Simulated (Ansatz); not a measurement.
# UBCCD(T)/6-31G(d) (density fitting with def2-universal-jkfit, aug-cc-pVTZ-rifit for correlation, spherical functions, accuracy low, start density atoms) run of BSiH4 (SMILES [BH][SiH3])

Wanted: a geometry optimisation of BSiH4. 

Program for the calculation: Ansatz 0.2.0.

3 further runs of the same task are left out: 2 for a known fault of the program, 1 set aside as unsound or not needed. Runs told in other sessions of the task aren't counted.

### Step 1. The molecule

The species is BSiH4 (6 atoms), meant as a doublet with charge 0. As SMILES, `[BH][SiH3]`. The H3–B1 distance was set to 1.042 Å, away from the relaxed value. The run starts from this shape.

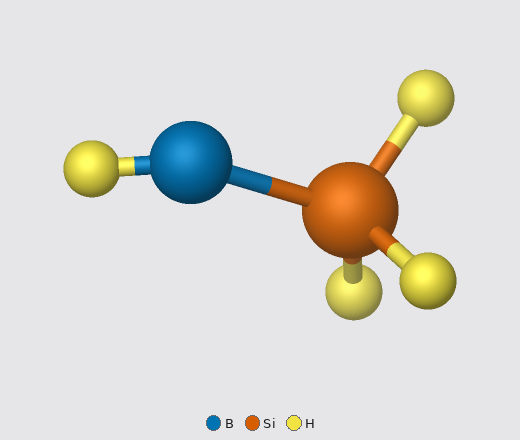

Viewed from a chosen angle; boron blue, silicon orange, hydrogen yellow.

### Step 2. A geometry optimisation at UBCCD(T)/6-31G(d) (density fitting with def2-universal-jkfit, aug-cc-pVTZ-rifit for correlation, spherical functions, accuracy low, start density atoms)

The input, molecule.yaml:

```yaml
crystal:
  periodic: [false, false, false]
  atoms:
    - {symbol: B, position_ang: [0.965337, -0.939155, 0.679225]}
    - {symbol: Si, position_ang: [-0.241893, 0.269325, -0.170505]}
    - {symbol: H, position_ang: [1.206890, -1.921260, 0.929580]}
    - {symbol: H, position_ang: [-1.484643, -0.247495, -0.792385]}
    - {symbol: H, position_ang: [0.419517, 0.993645, -1.273055]}
    - {symbol: H, position_ang: [-0.731073, 1.299555, 0.766165]}
basis:
  gaussian:
    orbitals: 6-31G_st_-spherical.json
    fitting:
      mean_field: def2-universal-jkfit
      correlation: aug-cc-pVTZ-rifit.json
magnetization:
  spin_polarized: true
  initial_magnetization: 1
output:
  orbitals: {seedname: orbitals}
relax:
  max_displacement: 0.1
correlation:
  method: bccd_t
  electrons: outside_noble_gas
hamiltonian:
  pseudopotentials:
    relativity: none
accuracy: low
```

The basis set 6-31G* is read from a file made from the Basis Set Exchange's data (not shown).

Started as:

```
$ ansatz run molecule.yaml --threads 1 --pin off --max-ram 2610MiB --events-out events.jsonl --progress --plain --runs-dir runs
```

Standard output:

```text
Warning: RAYON_NUM_THREADS=1 ignored (pool sized by the plan → 1); use --threads N
The last accepted step is kept in runs//last_step.txt (removed where the run ends without a failure and the disk answers)
[... 17 lines left out ...]
6 core orbitals not correlated: weight in the atoms' cores, before any rotation towards them, 1.000 or more for the frozen orbitals, at most 0.000 for the correlated occupied ones
[... 79 lines left out ...]
6 core orbitals not correlated: weight in the atoms' cores, before any rotation towards them, 1.000 or more for the frozen orbitals, at most 0.000 for the correlated occupied ones
[... 83 lines left out ...]
6 core orbitals not correlated: weight in the atoms' cores, before any rotation towards them, 1.000 or more for the frozen orbitals, at most 0.000 for the correlated occupied ones
[... 76 lines left out ...]
Total energy: -8598.71329653 eV, -315.9968852303 hartree
[... 6 lines left out ...]
Dipole moment:    -0.017166    -0.084097     0.000630 e Å
```

Wall time 31 s (1 thread of Arm Neoverse V2, shared host).

Step by step:

```csv
step,energy from the first frame kept (eV),largest force (eV/Å)
1,0.0000,5.5899
2,-0.4198,1.3129
3,-0.4620,0.3341
4,-0.4695,0.1022
5,-0.4708,0.0879
6,-0.4709,0.0165
7,-0.4709,0.0212
8,-0.4710,0.0021
```

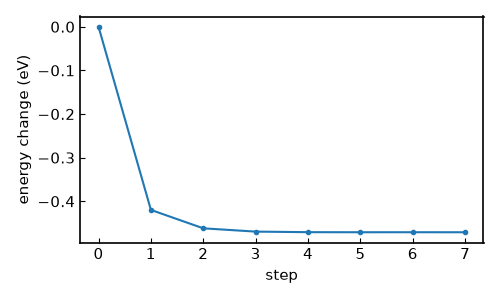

Energy along the run.

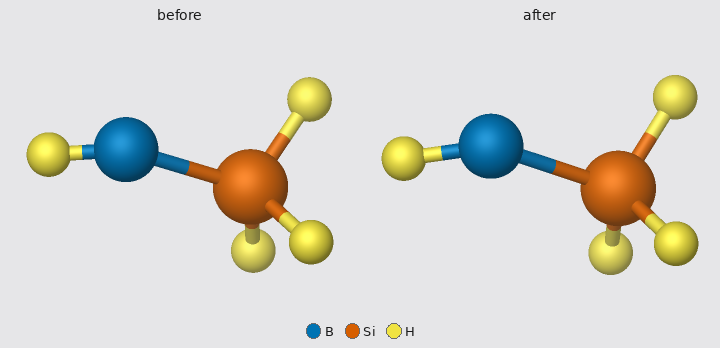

Before and after, at one scale.

After the run. Bond lengths: B1–Si2 1.994 Å, B1–H3 1.194 Å, Si2–H4 1.498 Å, Si2–H5 1.497 Å, Si2–H6 1.496 Å. Angles: B1–Si2–H4 116.6°, B1–Si2–H5 107.4°, B1–Si2–H6 108.2°, Si2–B1–H3 139.2°, H4–Si2–H5 108.0°, H4–Si2–H6 108.0°, H5–Si2–H6 108.4°.

### Step 3. What came out

Level: UBCCD(T)/6-31G* (density fitting with def2-universal-jkfit, aug-cc-pVTZ-rifit for correlation, spherical functions, accuracy low, start density atoms), 6 core orbitals frozen.

| quantity | value |
| --- | --- |
| total energy at the end | -315.99689 Eh |
| dipole moment (correlated density) | 0.41 D |
| HOMO energy (Hartree–Fock orbitals) (highest over α and β) | -8.93 eV |
| LUMO energy (Hartree–Fock orbitals) (lowest over α and β) | 1.33 eV |
| correlation energy (6 core orbitals frozen) | -170.1 mEh |
| (T) correction | -4.20 mEh |
| ⟨S²⟩ of the reference determinant | 0.756 |

In words: At the final geometry: Bond lengths: B1–Si2 1.994 Å, B1–H3 1.194 Å, Si2–H4 1.498 Å, Si2–H5 1.497 Å, Si2–H6 1.496 Å. Angles: B1–Si2–H4 116.6°, B1–Si2–H5 107.4°, B1–Si2–H6 108.2°, Si2–B1–H3 139.2°, H4–Si2–H5 108.0°, H4–Si2–H6 108.0°, H5–Si2–H6 108.4°. The optimisation took 7 steps and changed the energy by -0.471 eV. Mulliken charges run from -0.08 on H4 to +0.30 on Si2. The triples make up 2.5 % of the correlation energy. The accuracy setting is loose, so the last digits carry no meaning.
